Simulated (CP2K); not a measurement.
# GFN1-xTB run of C2H4Al2 (SMILES C=[C]1[AlH][AlH]1)

Aim: the vertical singlet–triplet gap of C2H4Al2 at GFN1-xTB, from 2 runs. 

The results are computed with CP2K 2026.2.

1 further run of the same task is left out (it didn't finish).

## (1) The molecule

C2H4Al2: 8 atoms, total charge 0, spin state singlet. As SMILES, `C=[C]1[AlH][AlH]1`. The shape comes from GFN2-xTB, which is rough for such elements, and wasn't checked as a minimum.

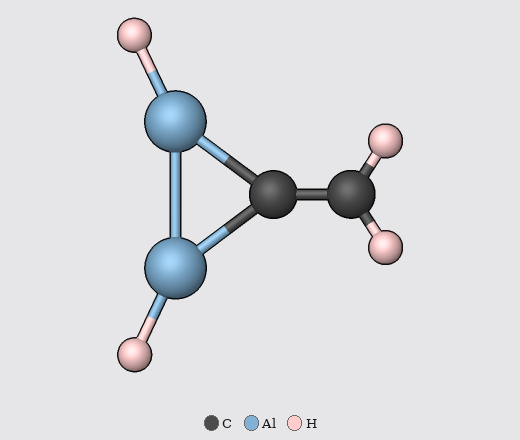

Viewed from a chosen angle; carbon dark grey, aluminium light blue, hydrogen pink.

## (2) The energy at GFN1-xTB

File mol.inp:

```
&global
   project mol
   run_type ENERGY
   print_level MEDIUM
&end global

&force_eval
   method Quickstep
   &dft
      # Quickstep
      &qs
         method XTB
         eps_default 1.0E-10
         &xtb
            gfn_type 1
            check_atomic_charges F
         &end xtb
      &end qs
      &poisson
         periodic NONE
         poisson_solver ANALYTIC
      &end poisson
      &scf
         scf_guess ATOMIC
         eps_scf 1.0E-07
         max_scf 50
         &ot
            minimizer CG
            preconditioner FULL_ALL
         &end ot
         &outer_scf
            eps_scf 1.0E-07
            max_scf 10
         &end outer_scf
      &end scf
      # extra output
      &print
         &moments
            periodic F
            reference COM
            max_moment 1
         &end moments
         &mo_cubes
            nlumo 3
            nhomo -1
            write_cube F
         &end mo_cubes
         &hirshfeld OFF
         &end hirshfeld
      &end print
   &end dft
   # atoms, cell and kinds
   &subsys
      &cell
         abc 17.2 17.1 12.8
         periodic NONE
      &end cell
      &coord
         C     -0.497450     1.616110    -0.236090
         C     -0.107960     0.352170    -0.040930
         Al     1.576990    -0.886940     0.120900
         Al    -0.810360    -1.604010     0.245220
         H      0.199060     2.435460    -0.366370
         H     -1.538180     1.914110    -0.276310
         H      3.191740    -1.131390     0.141350
         H     -2.013830    -2.695510     0.412220
      &end coord
      &topology
         &center_coordinates
         &end center_coordinates
      &end topology
   &end subsys
&end force_eval
```

Launch:

```
OMP_NUM_THREADS=1 cp2k.psmp -i mol.inp > mol.out 2>&1
```

The program printed:

```text
CP2K| version string:                                       CP2K version 2026.2
[...]
 GLOBAL| Method name                                                        CP2K
[...]
 GLOBAL| Run type                                                         ENERGY
[...]
                             - Atoms:                                          8
[...]
                             - Spherical basis functions:                     34
[...]
 Number of electrons:                                                         18
[...]
     1 OT CG       0.15E+00    0.0     0.04270157        -8.7552923229 -8.76E+00
[...]
    12 OT CG       0.12E+00    0.0     0.00000010        -8.7835836526 -8.72E-13
  *** SCF run converged in    12 steps ***
[...]
 TB_DIPOLE| Moment [Debye]          0.03264249      -0.10814057       0.00964688
 TB_DIPOLE| Derivative [a.u.]       0.00000000       0.00000000       0.00000000
[...]
 ENERGY| Total FORCE_EVAL ( QS ) energy [hartree]             -8.783583652575416
[...]
```

Wall time 0.75 s (1 thread of Arm Neoverse N1, shared host); peak memory 0.15 GiB.

## (3) The triplet, same level

File qs.inp:

```
&GLOBAL
   PROJECT_NAME qs
   RUN_TYPE ENERGY
   PRINT_LEVEL MEDIUM
&END

&FORCE_EVAL
   METHOD QS
   &DFT
      CHARGE 0
      MULTIPLICITY 3
      SPIN_POLARIZED T
      &QS
         METHOD XTB
         EPS_DEFAULT 1.0E-10
         &XTB
            GFN_TYPE 1
            CHECK_ATOMIC_CHARGES F
         &END
      &END
      &POISSON
         PERIODIC NONE
         POISSON_SOLVER ANALYTIC
      &END
      &SCF
         SCF_GUESS ATOMIC
         EPS_SCF 1.0E-07
         MAX_SCF 40
         &OT ON
            MINIMIZER DIIS
            PRECONDITIONER FULL_SINGLE_INVERSE
         &END
         &OUTER_SCF
            EPS_SCF 1.0E-07
            MAX_SCF 8
         &END
      &END
      &PRINT
         &MOMENTS
            PERIODIC F
            REFERENCE COM
            MAX_MOMENT 1
         &END
         &MO_CUBES
            NLUMO 5
            NHOMO -1
            WRITE_CUBE F
         &END
         &HIRSHFELD OFF
         &END
      &END
   &END
   &SUBSYS
      &CELL
         ABC [angstrom] 17.2 17.1 12.8
         PERIODIC NONE
      &END
      &COORD
         C     -0.497450     1.616110    -0.236090
         C     -0.107960     0.352170    -0.040930
         Al     1.576990    -0.886940     0.120900
         Al    -0.810360    -1.604010     0.245220
         H      0.199060     2.435460    -0.366370
         H     -1.538180     1.914110    -0.276310
         H      3.191740    -1.131390     0.141350
         H     -2.013830    -2.695510     0.412220
      &END
      &TOPOLOGY
         &CENTER_COORDINATES
         &END
      &END
   &END
&END
```

Launch:

```
OMP_NUM_THREADS=1 cp2k.psmp qs.inp > qs.out
```

The program printed:

```text
CP2K| version string:                                       CP2K version 2026.2
[...]
 GLOBAL| Method name                                                        CP2K
[...]
 GLOBAL| Run type                                                         ENERGY
[...]
                             - Atoms:                                          8
[...]
                             - Spherical basis functions:                     34
[...]
 Number of electrons:                                                         10
[...]
     1 OT DIIS     0.80E-01    0.0     0.02526885        -8.6562833073 -8.66E+00
[...]
    22 OT DIIS     0.80E-01    0.0     0.00000008        -8.6916416173 -4.04E-12
  *** SCF run converged in    22 steps ***
[...]
 TB_DIPOLE| Moment [Debye]          0.28620012      -0.91322052       0.12654753
 TB_DIPOLE| Derivative [a.u.]       0.00000000       0.00000000       0.00000000
[...]
 ENERGY| Total FORCE_EVAL ( QS ) energy [hartree]             -8.691641617308269
[...]
```

Wall time 6.9 s (1 thread of Arm Neoverse N1, shared host); peak memory 0.15 GiB.

## (4) Outcome

Level: GFN1-xTB.

| quantity | value |
| --- | --- |
| singlet: total energy | -8.78358 Eh |
| singlet: dipole moment (from atomic charges alone) | 0.11 D |
| singlet: HOMO energy | -9.55 eV |
| singlet: dispersion energy | -6.00 kJ/mol |
| triplet: total energy | -8.69164 Eh |
| triplet: dipole moment (from atomic charges alone) | 0.97 D |
| triplet: HOMO energy (highest over α and β) | -7.04 eV |
| triplet: dispersion energy | -6.00 kJ/mol |
| vertical energy of the triplet above the singlet | 2.502 eV |

What this shows: The method runs without spin polarisation, so open shells lack the exchange term that lowers high spin: such gaps come out too high and can have the wrong sign. At this shape the triplet lies 2.50 eV (241 kJ/mol) above the singlet. The dipole (singlet) comes from point charges on the atoms alone, without atomic dipoles, so it is partial. The dipole (triplet) comes from point charges on the atoms alone, without atomic dipoles, so it is partial.
